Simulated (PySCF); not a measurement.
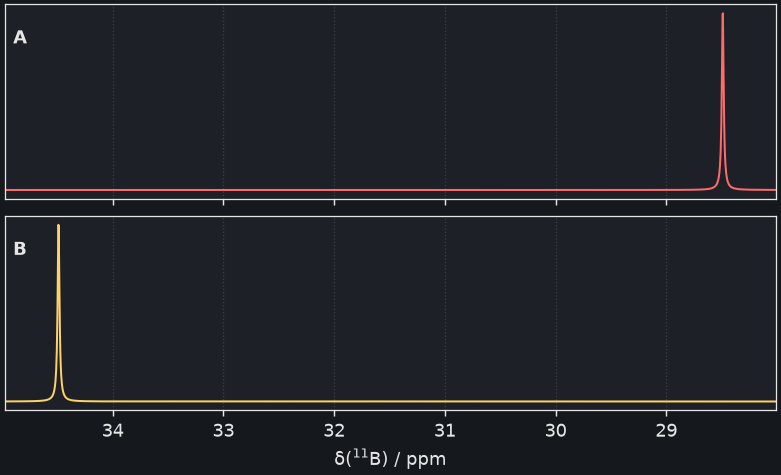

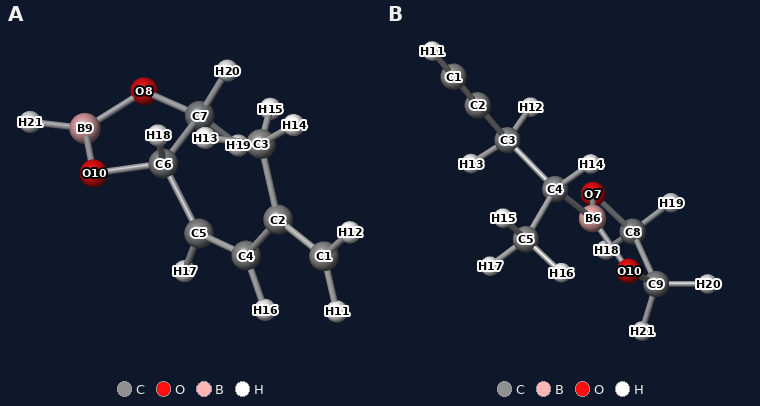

Related molecules: A is C₇H₁₁BO₂, SMILES C=C(C)/C=C\[C@H]1COBO1; B is C₇H₁₁BO₂, SMILES C#CC[C@@H](C)B1OCCO1. GIAO ¹¹B shifts against BF₃.OEt₂, B3LYP/pcSseg-1, PySCF, at a PBE0-D3(BJ)/def2-SVP geometry (no frequency check); fully decoupled, line heights follow the number of nuclei within a panel, widths are arbitrary (no quadrupolar broadening); values of one conformer, averaged over methyl-type rotors and exact or near symmetry; other conformers aren't averaged in.

Question: How does the ¹¹B shift respond?

Answer: From A (28.5 ppm) to B (34.5 ppm) the nucleus is deshielded by 6.0 ppm.
